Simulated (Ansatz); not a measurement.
**GdMg: how the settings move a single-point run**

Aim: see which settings change the result for GdMg, by how much, and at what cost.

Computed with Ansatz 0.2.0 (reference: DFT, PBEsol, PAW with Ansatz's default frozen-core files, scalar-relativistic, unless a step's input says otherwise).

## (1) Starting point

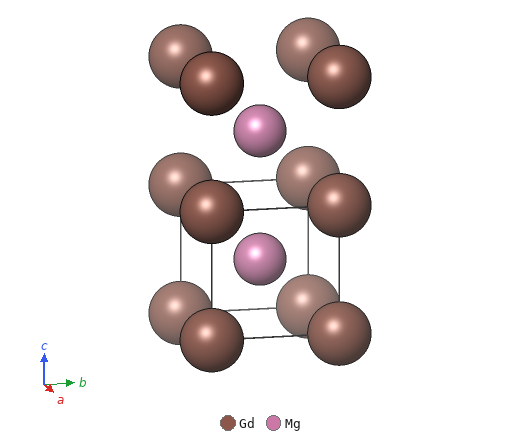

The starting structure, seen slightly off an axis (gadolinium brown, magnesium pink). 1×1×2 cells are drawn. Atoms on the faces are drawn again on the opposite ones.

Coordinates:

```
Gd Mg
1.0
     3.82400    0.00000    0.00000
     0.00000    3.82400    0.00000
     0.00000    0.00000    3.82400
Gd Mg
1 1
Direct
  0.00000 0.00000 0.00000
  0.50000 0.50000 0.50000
```

## (2) Reference

Contents of input.yaml:

```yaml
crystal:
  lattice:
    - [3.824, 0.0, 0.0]
    - [0.0, 3.824, 0.0]
    - [0.0, 0.0, 3.824]
  atoms:
    - { symbol: Gd, position: [0.0, 0.0, 0.0], spin: 7.2, spin_axis: [1.0, 0.0, 0.0] }
    - { symbol: Mg, position: [0.5, 0.5, 0.5] }
magnetization:
  noncollinear: true
  spin_spiral: { q: [0.0, 0.4, 0.0] }
kpoints:
  mp_grid: { grid: [10, 10, 10] }
scf:
  occupations: { method: fermi_dirac, width: 0.05 }
hamiltonian:
  xc: pbesol
  pseudopotentials: { kind: paw }
output:
  eigenvalues: false
```

Started as:

```
$ ansatz run input.yaml --threads 2 --pin off --max-ram 5120MiB --backend cpu --events-out ev --progress --plain --runs-dir out
```

Excerpt of the output:

```text
[...]
Basis set: ecut = 420 eV, 1045 PW (Γ)
[...]
k-points: 126 of 1000
[...]
SCF iter   1: F=—  HF=-11137.799551 eV  |F-HF|=—  |Δ(HF+E_count)|=         —  Δρ=3.93e-1  dr2=1.08e0  dr2_m=2.01e1  ethr=3.10e-3  |M|=7.65e0 ∫|m|=7.92e0 μB  |m|>n=0.0e0 m-floor=0.0e0 τ_xc=1.1e-2 mc-row=0.0e0  β_m=1.00  ⟨swp⟩=6.5  Hψ=22249  notcnv=0
preconditioner: auto → Kerker (q_TF=auto, 2.431 Å⁻¹)  [metal: Δε(μ)=0.004 eV  Ē_g=6.264 eV  σ=0.050 eV  W_gap=0.02  n_scr=18 (ndim 8)  ℏωp=19.2 eV  f_vac=0.000  D(μ)=2.64/eV (n_scr^D=26)]
[...]
SCF iter   2: F=—  HF=-11134.275266 eV  |F-HF|=—  |Δ(HF+E_count)|=    3.52e0  Δρ=4.61e-2  dr2=1.22e0  dr2_m=3.89e-1  ethr=3.10e-3  |M|=6.81e0 ∫|m|=7.04e0 μB  |m|>n=5.1e-5 m-floor=5.1e-5 τ_xc=2.0e-1 mc-row=5.1e-5  β_m=0.30  ⟨swp⟩=3.8  Hψ=10891  notcnv=0  defer=
[...]
SCF converged after 16 iterations
Magnetization: |M| = 7.2628 μB,  M = (+7.2628, +0.0000, +0.0000) μB
[...]
Free energy (F): -11140.202287 eV
[...]
E sigma→0 (E₀):  -11140.190586 eV
[...]
Fermi energy:    9.319782 eV
[...]
SCF iter   1: F=—  HF=-11140.202287 eV  |F-HF|=—  |Δ(HF+E_count)|=         —  Δρ=1.08e-5  dr2=7.71e-8  dr2_m=1.82e-8  ethr=6.31e-8  |M|=7.26e0 ∫|m|=7.48e0 μB  |m|>n=0.0e0 m-floor=0.0e0 τ_xc=3.1e-3 mc-row=0.0e0  β_m=0.30  ⟨swp⟩=4.9  Hψ=45287  notcnv=0
[...]
SCF iter   2: F=-11140.202287 eV  HF=-11140.202287 eV  |F-HF|=3.12e-9  |Δ(HF+E_count)|=   5.17e-8  Δρ=8.78e-6  dr2=7.41e-8  dr2_m=1.50e-8  ethr=2.75e-10  |M|=7.26e0 ∫|m|=7.48e0 μB  |m|>n=0.0e0 m-floor=0.0e0 τ_xc=3.1e-3 mc-row=0.0e0  ⟨swp⟩=4.2  Hψ=14978  notcnv
[...]
SCF converged after 18 iterations (16 of them on 36 bands)
Magnetization: |M| = 7.2628 μB,  M = (+7.2628, +0.0000, +0.0000) μB
[...]
Free energy (F): -11140.202287 eV
[...]
E sigma→0 (E₀):  -11140.190588 eV
[...]
Fermi energy:    9.319811 eV
[...]
```

Run time: 85 s. Hardware: 2 threads of Arm Neoverse V1, shared host; peak memory 0.73 GiB.

## (3) Changed: mp_grid.grid [5, 5, 5]

input.yaml, as its differences from that of step 2:

```diff
@@ -12,3 +12,3 @@
 kpoints:
-  mp_grid: { grid: [10, 10, 10] }
+  mp_grid: { grid: [5, 5, 5] }
 scf:
```

Started as:

```
$ ansatz run input.yaml --threads 2 --pin off --max-ram 5120MiB --backend cpu --events-out ev --progress --plain --runs-dir out
```

The log of the run:

```text
settings of this run that can trade accuracy for cost: output.eigenvalues: false. Do not mix this run's numbers with those of runs without the same settings; the input reference describes each key
band count auto-derived: 42, from the close of a first SCF at 36 (N_el = 28.0; filled up to band 28; 36 by the electrons, moments and atoms)
Engine: ansatz 0.2.0
Pseudopotentials: kind: paw
Pseudopotential: Gd, paw, valence charge 18, recommended cutoff 420 eV (normal)
Pseudopotential: Mg, paw, valence charge 10, recommended cutoff 420 eV (normal)
Functional definition: PBEsol
  exchange = pbesol_x
  correlation = pbesol_c
Crystal: 2 atoms, lattice volume = 55.918 Å³
Basis set: ecut = 420 eV, 1045 PW (Γ)
Bands: 36, of which v1, the nominal top of the filled ones, is band 28 counted from 1 (27 counted from 0)
Symmetry: 8 space group operations
k-points: 18 of 125
Spin spiral: q = (0, 0.4, 0) of the reciprocal vectors; moments are told in the frame that turns with it, a site's in that at the site
Non-local potential: Gd, projectors of the file, l = 0: 3, l = 1: 2, l = 2: 2, l = 3: 3
Non-local potential: Mg, projectors of the file, l = 0: 3, l = 1: 2, l = 2: 1
PAW form: soft (Blöchl's): semilocal exchange-correlation on the pseudo side does not see the compensation charge
PAW frozen core: Gd, regenerated for the run's functional, and the local potential with it (the file was generated under x = pbe(κ = 0.804, μ = 0.2195149727645171), c = pbe(β = 0.06672455060314922))
PAW frozen core: Mg, regenerated for the run's functional, and the local potential with it (the file was generated under x = pbe(κ = 0.804, μ = 0.2195149727645171), c = pbe(β = 0.06672455060314922))
PAW one-centre angular grid: Gd, 590 points (default); XC on 64 Gauss nodes
PAW one-centre angular grid: Mg, 110 points (default); XC on 64 Gauss nodes
Initial density: superposition of atomic densities (chi_scale 0.1, normalization cell)
Starting moments: Σ|m| = 7.2 μB on 1 of 2 sites
Initial wavefunctions: pseudopotential atomic-orbital guess
Functional: x = pbesol(κ = 0.804, μ = 0.12345679012345678), c = pbesol(β = 0.046)
SCF iter   1: F=—  HF=-11137.797355 eV  |F-HF|=—  |Δ(HF+E_count)|=         —  Δρ=3.93e-1  dr2=1.08e0  dr2_m=2.01e1  ethr=3.10e-3  |M|=7.69e0 ∫|m|=7.95e0 μB  |m|>n=0.0e0 m-floor=0.0e0 τ_xc=1.1e-2 mc-row=0.0e0  β_m=1.00  ⟨swp⟩=6.9  Hψ=3266  notcnv=0
preconditioner: auto → Kerker (q_TF=auto, 2.431 Å⁻¹)  [metal: Δε(μ)=0.006 eV  Ē_g=6.272 eV  σ=0.050 eV  W_gap=0.03  n_scr=18 (ndim 8)  ℏωp=19.2 eV  f_vac=0.000  D(μ)=2.95/eV (n_scr^D=26)]
spin=Noncollinear: Kerker preconditioning applied to the charge; magnetization (m_x, m_y, m_z) channels mix plain (no charge-response kernel on spin).
SCF iter   2: F=—  HF=-11134.271570 eV  |F-HF|=—  |Δ(HF+E_count)|=    3.53e0  Δρ=4.81e-2  dr2=1.31e0  dr2_m=4.16e-1  ethr=3.10e-3  |M|=6.79e0 ∫|m|=7.02e0 μB  |m|>n=5.1e-5 m-floor=5.1e-5 τ_xc=2.0e-1 mc-row=5.1e-5  β_m=0.30  ⟨swp⟩=3.8  Hψ=1569  notcnv=0
SCF iter   3: F=—  HF=-11137.614113 eV  |F-HF|=—  |Δ(HF+E_count)|=    3.34e0  Δρ=4.13e-2  dr2=6.35e-1  dr2_m=3.19e-1  ethr=3.10e-3  |M|=7.45e0 ∫|m|=7.70e0 μB  |m|>n=0.0e0 m-floor=0.0e0 τ_xc=1.9e-1 mc-row=0.0e0  β_m=1.00  ⟨swp⟩=2.8  Hψ=1297  notcnv=0
SCF iter   4: F=—  HF=-11138.521361 eV  |F-HF|=—  |Δ(HF+E_count)|=   9.07e-1  Δρ=2.15e-2  dr2=2.78e-1  dr2_m=5.17e-2  ethr=2.27e-3  |M|=7.39e0 ∫|m|=7.64e0 μB  |m|>n=0.0e0 m-floor=0.0e0 τ_xc=7.0e-2 mc-row=0.0e0  β_m=0.30  ⟨swp⟩=2.8  Hψ=822  notcnv=0
SCF iter   5: F=—  HF=-11139.352225 eV  |F-HF|=—  |Δ(HF+E_count)|=   8.31e-1  Δρ=1.41e-2  dr2=3.39e-2  dr2_m=2.69e-2  ethr=9.91e-4  |M|=7.34e0 ∫|m|=7.58e0 μB  |m|>n=0.0e0 m-floor=0.0e0 τ_xc=4.0e-2 mc-row=0.0e0  β_m=0.30  ⟨swp⟩=2.8  Hψ=1335  notcnv=0
SCF iter   6: F=—  HF=-11139.783736 eV  |F-HF|=—  |Δ(HF+E_count)|=   4.32e-1  Δρ=1.41e-2  dr2=5.61e-2  dr2_m=3.63e-2  ethr=1.21e-4  |M|=7.21e0 ∫|m|=7.43e0 μB  |m|>n=0.0e0 m-floor=0.0e0 τ_xc=2.5e-2 mc-row=0.0e0  β_m=0.30  ⟨swp⟩=4.2  Hψ=1320  notcnv=0
SCF iter   7: F=—  HF=-11140.003954 eV  |F-HF|=—  |Δ(HF+E_count)|=   2.20e-1  Δρ=9.55e-3  dr2=4.73e-2  dr2_m=1.54e-2  ethr=1.21e-4  |M|=7.20e0 ∫|m|=7.43e0 μB  |m|>n=0.0e0 m-floor=0.0e0 τ_xc=8.5e-2 mc-row=0.0e0  β_m=0.30  ⟨swp⟩=2.3  Hψ=1173  notcnv=0
SCF iter   8: F=—  HF=-11140.101062 eV  |F-HF|=—  |Δ(HF+E_count)|=   9.71e-2  Δρ=7.82e-3  dr2=5.45e-3  dr2_m=1.21e-2  ethr=1.21e-4  |M|=7.29e0 ∫|m|=7.52e0 μB  |m|>n=0.0e0 m-floor=0.0e0 τ_xc=5.9e-2 mc-row=0.0e0  β_m=1.00  ⟨swp⟩=2.7  Hψ=1249  notcnv=0
SCF iter   9: F=—  HF=-11140.139802 eV  |F-HF|=—  |Δ(HF+E_count)|=   3.87e-2  Δρ=4.25e-3  dr2=9.06e-3  dr2_m=2.52e-3  ethr=1.95e-5  |M|=7.30e0 ∫|m|=7.52e0 μB  |m|>n=0.0e0 m-floor=0.0e0 τ_xc=9.6e-3 mc-row=0.0e0  β_m=1.00  ⟨swp⟩=3.3  Hψ=1269  notcnv=0
SCF iter  10: F=—  HF=-11140.166812 eV  |F-HF|=—  |Δ(HF+E_count)|=   2.70e-2  Δρ=3.01e-3  dr2=2.77e-3  dr2_m=1.18e-3  ethr=1.95e-5  |M|=7.29e0 ∫|m|=7.52e0 μB  |m|>n=0.0e0 m-floor=0.0e0 τ_xc=7.4e-3 mc-row=0.0e0  β_m=0.30  ⟨swp⟩=2.1  Hψ=1077  notcnv=0
Mixer restart at iter 10: flushing history
spin-set hold released at iteration 10 (site moments contracting): the magnetisation degrees of freedom join the quasi-Newton model from the next iteration; the mixer history was flushed
SCF iter  11: F=—  HF=-11140.182087 eV  |F-HF|=—  |Δ(HF+E_count)|=   1.53e-2  Δρ=2.09e-3  dr2=4.62e-5  dr2_m=7.20e-4  ethr=9.89e-6  |M|=7.28e0 ∫|m|=7.50e0 μB  |m|>n=0.0e0 m-floor=0.0e0 τ_xc=5.9e-3 mc-row=0.0e0  β_m=0.61  ⟨swp⟩=2.0  Hψ=1253  notcnv=0
SCF iter  12: F=—  HF=-11140.203654 eV  |F-HF|=—  |Δ(HF+E_count)|=   2.16e-2  Δρ=6.67e-3  dr2=2.26e-2  dr2_m=1.98e-3  ethr=1.65e-7  |M|=7.32e0 ∫|m|=7.54e0 μB  |m|>n=0.0e0 m-floor=0.0e0 τ_xc=3.7e-3 mc-row=0.0e0  β_m=0.44  ⟨swp⟩=5.5  Hψ=2223  notcnv=0
SCF iter  13: F=—  HF=-11140.197783 eV  |F-HF|=—  |Δ(HF+E_count)|=   5.87e-3  Δρ=8.04e-4  dr2=3.99e-4  dr2_m=4.81e-5  ethr=1.65e-7  |M|=7.29e0 ∫|m|=7.51e0 μB  |m|>n=0.0e0 m-floor=0.0e0 τ_xc=3.6e-3 mc-row=0.0e0  β_m=0.72  ⟨swp⟩=4.8  Hψ=2024  notcnv=0
SCF iter  14: F=—  HF=-11140.197719 eV  |F-HF|=—  |Δ(HF+E_count)|=   6.40e-5  Δρ=1.84e-4  dr2=2.85e-5  dr2_m=9.22e-7  ethr=1.65e-7  |M|=7.29e0 ∫|m|=7.50e0 μB  |m|>n=0.0e0 m-floor=0.0e0 τ_xc=3.5e-3 mc-row=0.0e0  β_m=0.75  ⟨swp⟩=2.3  Hψ=1289  notcnv=0
SCF iter  15: F=—  HF=-11140.197720 eV  |F-HF|=—  |Δ(HF+E_count)|=   1.01e-6  Δρ=1.32e-4  dr2=3.83e-6  dr2_m=2.40e-6  ethr=1.02e-7  |M|=7.28e0 ∫|m|=7.50e0 μB  |m|>n=0.0e0 m-floor=0.0e0 τ_xc=3.5e-3 mc-row=0.0e0  β_m=0.88  ⟨swp⟩=2.0  Hψ=1157  notcnv=0
SCF iter  16: F=-11140.197722 eV  HF=-11140.197722 eV  |F-HF|=1.08e-8  |Δ(HF+E_count)|=   1.76e-6  Δρ=1.16e-5  dr2=5.76e-8  dr2_m=1.56e-8  ethr=3.57e-10  |M|=7.28e0 ∫|m|=7.50e0 μB  |m|>n=0.0e0 m-floor=0.0e0 τ_xc=3.5e-3 mc-row=0.0e0  ⟨swp⟩=3.2  Hψ=2844  notcnv=0
SCF 1, on 36 bands, converged in 16 iterations: F = -11140.197722 eV; the run's SCF on all bands comes behind
The result of the SCF on 36 bands, without forces or a stress, told ahead of the SCF on all bands, whose result is the run's:
SCF converged after 16 iterations
Magnetization: |M| = 7.2833 μB,  M = (+7.2833, +0.0000, +0.0000) μB
Absolute magnetization: 7.4991 μB (∫|m|, with the PAW one-centre terms)
  site 0: m = (+7.1644, +0.0000, +0.0000) μB, |m| = 7.1644 μB  (R = 1.37 Å)
  site 1: m = (+0.0075, -0.0000, +0.0000) μB, |m| = 0.0075 μB  (R = 1.37 Å)
Free energy (F): -11140.197722 eV
Harris-Foulkes:  -11140.197722 eV  (|F-HF|=1.08e-8)
Internal energy: -11140.173300 eV  (E = F + TS)
E sigma→0 (E₀):  -11140.185511 eV
Entropy (-TS):   -0.024422 eV (-12.211 meV/atom)
Fermi energy:    9.340914 eV
--- Per-component energies (eV) ---
  E_band       = -397.903676
  E_kinetic    = 476.147525
  E_local      = -3779.374676  (includes V_loc(G=0)·N_el)
  E_nonlocal   = 390.802207
  E_hartree    = 1467.711113
  E_xc         = -258.470414
  E_vxc        = -287.185244  (∫ρ·V_xc dr)
  E_paw        = -6629.117205  (= ΣΔE_a)
  E_vpaw       = -133.707866  (= ΣTr[D̂ρ^β])
  E_aug_tail   = -0.000001  (compensation charges beyond the density's cutoff)
  E_ewald      = -2808.591882
  E_core_change = 0.720033  (= ΣΔE_core)
  E_smearing   = -0.024422  (= −TS)
  E_closure    = 0.000000  (closes the sum)
  Σ components = -11140.197722   (vs F -11140.197722, Δ=0.00e0)
Bands: 42, of which v1, the nominal top of the filled ones, is band 28 counted from 1 (27 counted from 0)
Spin spiral: q = (0, 0.4, 0) of the reciprocal vectors; moments are told in the frame that turns with it, a site's in that at the site
Initial density: handed on by an earlier stage of this run
Starting moments: Σ|m| = 7.2 μB on 1 of 2 sites; this step starts from the density that it was given
iter 1 solved again at ethr=2.76e-8 eV; its pass at ethr=3.10e-3 eV (dr2=7.72e-6 eV) is discarded
SCF iter   1: F=—  HF=-11140.197722 eV  |F-HF|=—  |Δ(HF+E_count)|=         —  Δρ=1.15e-5  dr2=5.71e-8  dr2_m=1.66e-8  ethr=2.76e-8  |M|=7.28e0 ∫|m|=7.50e0 μB  |m|>n=0.0e0 m-floor=0.0e0 τ_xc=3.5e-3 mc-row=0.0e0  β_m=0.30  ⟨swp⟩=4.9  Hψ=6618  notcnv=0
preconditioner: auto → Kerker (q_TF=auto, 2.431 Å⁻¹)  [metal: Δε(μ)=0.042 eV  Ē_g=4.701 eV  σ=0.050 eV  W_gap=0.21  n_scr=18 (ndim 8)  ℏωp=17.2 eV  f_vac=0.000  D(μ)=3.06/eV (n_scr^D=26)]
spin=Noncollinear: Kerker preconditioning applied to the charge; magnetization (m_x, m_y, m_z) channels mix plain (no charge-response kernel on spin).
SCF iter   2: F=-11140.197722 eV  HF=-11140.197722 eV  |F-HF|=3.97e-9  |Δ(HF+E_count)|=   1.01e-7  Δρ=7.69e-6  dr2=4.56e-8  dr2_m=1.21e-8  ethr=2.04e-10  |M|=7.28e0 ∫|m|=7.50e0 μB  |m|>n=0.0e0 m-floor=0.0e0 τ_xc=3.5e-3 mc-row=0.0e0  ⟨swp⟩=4.2  Hψ=2118  notcnv=0
SCF 2 converged in 2 iterations: F = -11140.197722 eV  dr2 = 4.56e-8
SCF converged after 18 iterations (16 of them on 36 bands)
Magnetization: |M| = 7.2833 μB,  M = (+7.2833, +0.0000, +0.0000) μB
Absolute magnetization: 7.4991 μB (∫|m|, with the PAW one-centre terms)
  site 0: m = (+7.1644, +0.0000, +0.0000) μB, |m| = 7.1644 μB  (R = 1.37 Å)
  site 1: m = (+0.0075, -0.0000, +0.0000) μB, |m| = 0.0075 μB  (R = 1.37 Å)
Free energy (F): -11140.197722 eV
Harris-Foulkes:  -11140.197722 eV  (|F-HF|=3.97e-9)
Internal energy: -11140.173304 eV  (E = F + TS)
E sigma→0 (E₀):  -11140.185513 eV
Entropy (-TS):   -0.024418 eV (-12.209 meV/atom)
Fermi energy:    9.340963 eV
--- Per-component energies (eV) ---
  E_band       = -397.900494
  E_kinetic    = 476.147807
  E_local      = -3779.358690  (includes V_loc(G=0)·N_el)
  E_nonlocal   = 390.798903
  E_hartree    = 1467.698374
  E_xc         = -258.470874
  E_vxc        = -287.185873  (∫ρ·V_xc dr)
  E_paw        = -6629.116974  (= ΣΔE_a)
  E_vpaw       = -133.706103  (= ΣTr[D̂ρ^β])
  E_aug_tail   = -0.000001  (compensation charges beyond the density's cutoff)
  E_ewald      = -2808.591882
  E_core_change = 0.720033  (= ΣΔE_core)
  E_smearing   = -0.024418  (= −TS)
  E_closure    = 0.000000  (closes the sum)
  Σ components = -11140.197722   (vs F -11140.197722, Δ=0.00e0)
settings of this run that can trade accuracy for cost: output.eigenvalues: false. Do not mix this run's numbers with those of runs without the same settings; the input reference describes each key
```

Wall time 14 s (2 threads of Arm Neoverse V1, shared host); peak memory 0.4 GiB.

Changing the k-point mesh moves the energy by +2.3 meV/atom. The energy is not variational in the mesh, so the sign tells nothing. Cost: 14 s against 85 s.

## (4) Side by side

```csv
run,ending,energy change,abs. moment (μB),cycles,time
reference,converged,0,7.48,18,85 s
"1: mp_grid.grid [5, 5, 5]",converged,+2.3 meV/atom,7.50,18,14 s
```

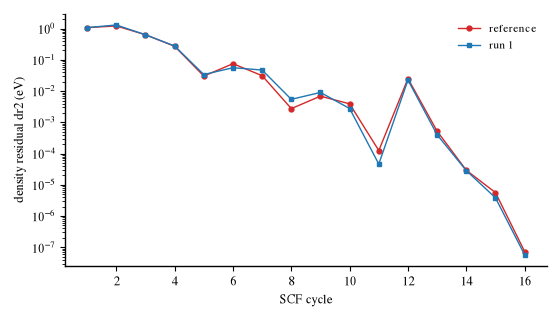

Residual by cycle in the longest SCF loop of each run; runs are numbered as in the table.

**Reading.** Changing the k-point mesh moves the energy by +2.3 meV/atom. Sampling errors of the energy have no fixed sign. Cost: 14 s against 85 s.
